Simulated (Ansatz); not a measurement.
# A computed series for SiC: pressure series

Consider SiC in the wurtzite structure (space group P6_3mc, No. 186).

SiC is modelled in the hexagonal space group P6₃mc (No. 186), the wurtzite structure, Pearson symbol hP4. Conventional cell: a = b = 3.0759 Å, c = 5.0477 Å, α = β = 90.00°, γ = 120.00°. Si on 2b has 4 C at 1.883–1.897 Å (tetrahedral). C on 2b has 4 Si at 1.883–1.897 Å (tetrahedral). (Neighbours: up to the widest gap in distance over summed covalent radii, below 1.35, at either atom.)

Cell and atoms are relaxed at each pressure.

Level of theory: Kohn–Sham DFT with the PBEsol functional, run in Ansatz (a first-principles code) with PAW and 420 eV plane waves, no spin-orbit coupling.

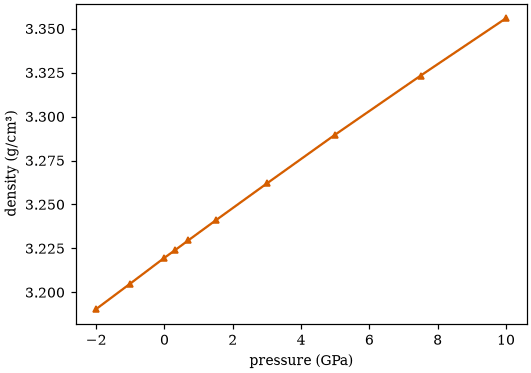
Fig. 1. Density against pressure

Q: From the plot, what is the density for pressure 7.5 GPa?

A: About 3.32 g/cm³.

Q: Is the trend monotonic over the range shown?

A: Yes, it rises throughout, spanning 3.19 g/cm³ to 3.36 g/cm³.

Load acts through the strain it causes; cell and atoms are relaxed under it. Whether these cells are dynamically stable was not tested. Competing high-pressure phases were not computed.
